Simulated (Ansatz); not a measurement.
BHClF: several calculations on one system

## 1. Relaxation

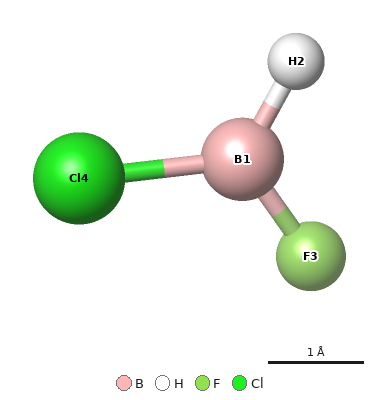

Starting structure of BHClF. A ball-and-stick model, seen at a tilt.

The run prepares an end point of a later path (reaction) calculation, from a guessed geometry.

Theory: RKS B3LYP/def2-SVP (Ansatz).

Input file:
```yaml
crystal:
  periodic: [false, false, false]
  atoms:
    - { symbol: B, position_ang: [0.238059, 0.0, 0.185819] }
    - { symbol: H, position_ang: [0.241278, 0.0, 1.373962] }
    - { symbol: F, position_ang: [1.406051, 0.0, -0.415744] }
    - { symbol: Cl, position_ang: [-1.229387, 0.0, -0.765238] }
basis:
  gaussian: { orbitals: def2-SVP }
hamiltonian:
  xc: b3lyp
relax:
  f_tol: 0.03
  max_steps: 50
```

Launched with:
```bash
ansatz run input.yaml --threads 1 --pin off --max-ram 2048MiB --backend cpu --events-out ev --progress --plain --runs-dir out
```

**Predict the outcome.**

The energy falls by 0.009 eV in 3 geometry steps. Largest force component: 0.33 eV/Å at the start, 0.018 eV/Å at the end. The atom that moves furthest after the best rigid fit is H2 (0.027 Å). By element the largest moves are H 0.027 Å, F 0.022 Å, B 0.015 Å, Cl 0.010 Å. Near-neighbour distances that change, for instance: B1–H2 1.188 → 1.200 Å, B1–Cl4 1.749 → 1.753 Å. Bond angles that change, for instance: H2–B1–F3 117.1° → 120.1°, H2–B1–Cl4 123.1° → 121.0°.

Final geometry:

```xyz
4

B     0.2528    0.0000    0.1876
H     0.2173    0.0000    1.3873
F     1.4088    0.0000   -0.4380
Cl   -1.2229    0.0000   -0.7582
```

## 2. Relaxation

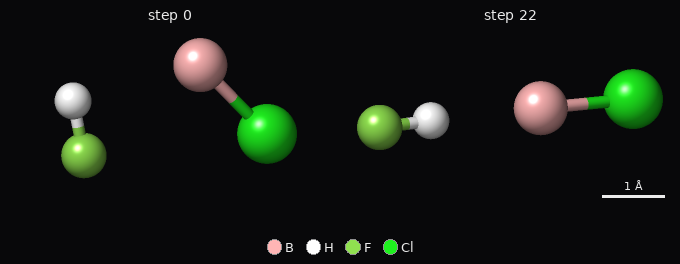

The structure of BHClF before (left) and after (right) a relaxation, at one scale.

Style: ball-and-stick. Shown from a free direction.

The run prepares an end point of a later path (reaction) calculation, from a guessed geometry.

The calculation used Ansatz 0.2.0, RKS B3LYP/def2-SVP. (no spin polarisation; force threshold 0.03 eV/Å; at most 50 steps)

**What changed between the two?**

The atom that moves furthest after the best rigid fit is the F atom (0.96 Å). Largest moves by element: F 0.96 Å, Cl 0.72 Å, B 0.71 Å, H 0.47 Å. Near-neighbour distances that change, for instance: B–Cl 1.719 → 1.699 Å, F–H 0.927 → 0.942 Å. After 20 accepted moves (22 points after the start) the energy has fallen by 12.4 kJ/mol. Largest force component: 0.32 eV/Å at the start, 0.022 eV/Å at the end. The line search rejected the trial steps at points 1, 14 of the run. The forces were under the threshold at step 18, but the run went on from there. The run took 29 s on 1 thread of Arm Neoverse V1, on a shared host, peak memory 0.12 GiB.

Limits of the set-up: the start holds two separate molecules, 2.4 Å apart at their closest, whose relative position is a soft coordinate and is computed without a dispersion correction.

## 3. Path

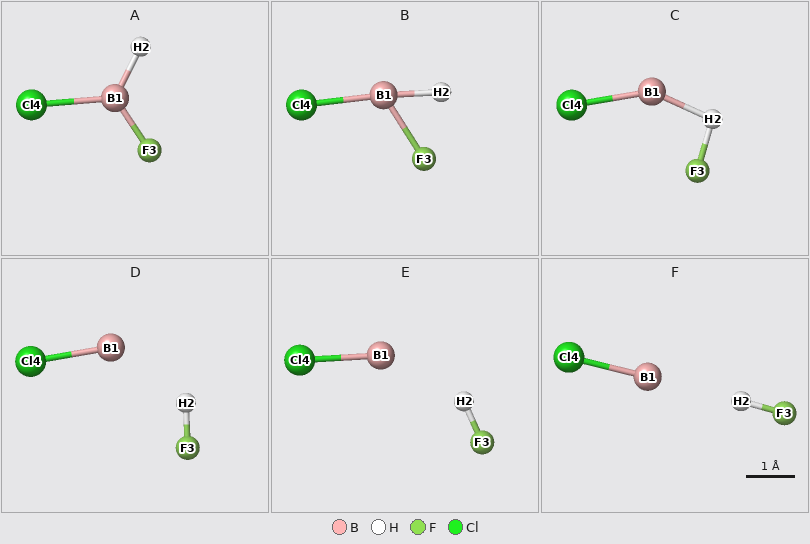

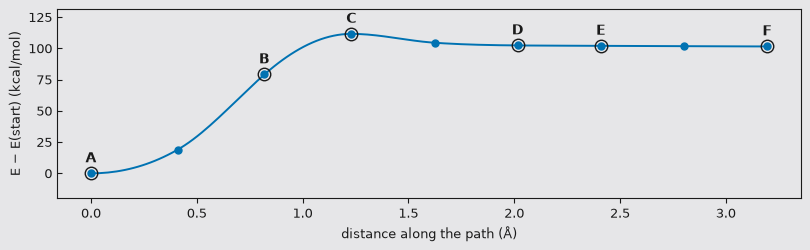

NEB run on BHClF. Images are numbered from 0 (start) to 8 (end). Frames A to F are images 0, 2, 3, 5, 6, 8. Style: ball-and-stick. Shown at a tilt.

These are results of RKS B3LYP/def2-SVP (Ansatz), not measurements. Settings: 7 movable images; climbing image; force threshold 0.05 eV/Å; iteration limit 60; starting path through a guess of the saddle point.

**What happens along the path, and what is the barrier?**

Breaking: B1–F3 (1.31 → 1.92 at the top → 2.97 Å), B1–H2 (1.20 → 1.39 at the top → 2.03 Å). Forming: H2–F3 (2.18 → 1.13 at the top → 0.94 Å). Forward barrier 111.7 kcal/mol, backward barrier 10.1 kcal/mol, with image 3 at the top; the reaction energy is +101.6 kcal/mol. The band converged in 12 iterations. The largest component of the band force went from 6.8 to 0.037 eV/Å. The climbing image converged on the top of the path. Its vibrational analysis gives one imaginary mode (1077i cm⁻¹), as a transition state must have.

The run took 90 s on 1 thread of Arm Neoverse V1, with other jobs on the host, peak memory 0.099 GiB.
